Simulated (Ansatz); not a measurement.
```xyz
9

Ge   -0.1331   -0.0782   -0.0105
O    -0.2317   -0.0662    1.7499
H    -0.8666   -0.7365    2.0445
Cl    1.8259   -0.4390   -0.7314
Cl   -1.0868    1.5592   -0.9502
F    -1.0636   -1.4702   -0.4402
S     1.5951    2.5339    1.4389
H     2.7485    1.8341    1.4384
H     1.0064    1.6696    2.3359
```

Not at a stationary point (largest force 0.7 eV/Å).

These are results of RKS PBE0-D4/def2-SVP in Ansatz, not measurements.

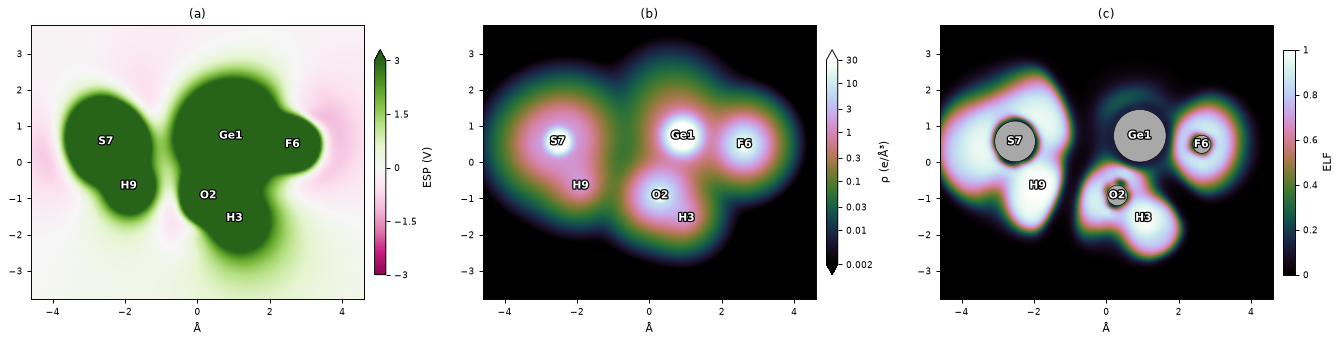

Cl2FGeHO···H2S. (a) electrostatic potential; (b) total electron density; (c) electron localisation function on the plane of atoms O2, Ge1 and F6. Grey discs cover the atomic cores in the ELF map.

> Interpret the plot.

- Atoms in the plane: Ge, O, H, F and S.
- O2···H9 (2.21 Å): the density falls to about 0.11 e/Å³ on the way; the ELF dips to about 0.05 between them.
- Ge–F (1.73 Å): ρ is about 0.95 e/Å³ halfway; the ELF peaks at about 0.80 in the valence shell of F, 0.5 Å from its nucleus, and is about 0.25 at the midpoint.
- Ge–O (1.76 Å): the density is about 1 e/Å³ at the midpoint; the ELF peaks at about 0.85 in the valence shell of O, 0.7 Å from its nucleus, and is about 0.30 at the midpoint.
- O–H (0.97 Å): ρ at the midpoint is about 3.6 e/Å³; the ELF climbs to about 1 towards the hydrogen, as it does in any bond to H (a covalent bond by its length).
- S–H (1.38 Å): the density is about 1.4 e/Å³ at the midpoint; the ELF climbs to about 1 towards the hydrogen.
- The ELF also peaks beside O2, F6 and S7, away from the bonds: lone-pair regions.
- Outside the dense part of the complex the potential is most negative (−1.1 V) near F6.
